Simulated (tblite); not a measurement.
# CH7GeO2Si: the cost of one run

Computed with tblite 0.8.0 and PySCF 2.14.0; each step states its level. No surroundings beyond the atoms listed, unless a continuum is named. Atoms count from 0, parts from 1.

## 1. The system as given

12 atoms, charge 0, multiplicity 2; geometry: distance geometry start.

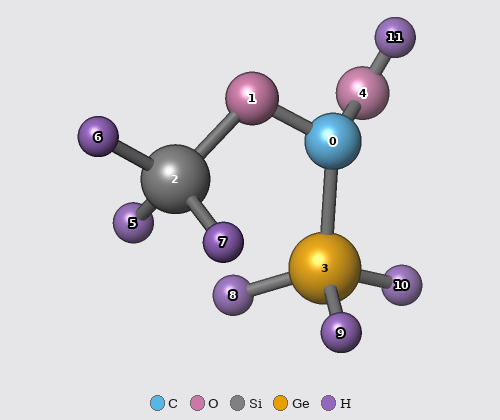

The starting geometry (carbon blue, oxygen pink, silicon grey, germanium amber, hydrogen purple), atoms numbered.

## 2. Relaxing the cluster with GFN2-xTB

What the job is given:

```
{"job": {"kind": "relax", "xc": "GFN2-xTB", "basis": "xTB"}, "charge": 0, "multiplicity": 2}
C     -0.450211    -0.422230     0.991133
O      0.940930    -0.328443     1.084468
Si     1.543642     0.769842    -0.099938
Ge    -1.234320     0.062666    -0.675892
O     -0.776420    -1.779655     1.244300
H      1.557239     0.053480    -1.380015
H      2.955960     1.146108     0.153530
H      0.729684     1.976723    -0.092961
H     -0.376190    -0.311028    -1.901890
H     -1.587366     1.557297    -0.771628
H     -2.550190    -0.763455    -0.779295
H     -0.783104    -1.916361     2.217782
```

Level: GFN2-xTB geometry optimisation, gas phase.

Launch:

```
OMP_NUM_THREADS=1 python cluster_run.py task.json out
```

This one command runs all jobs of the session in turn.

Q: Estimate the wall time of this first job on 1 thread of Arm Neoverse V1, shared host.

About 3 s.
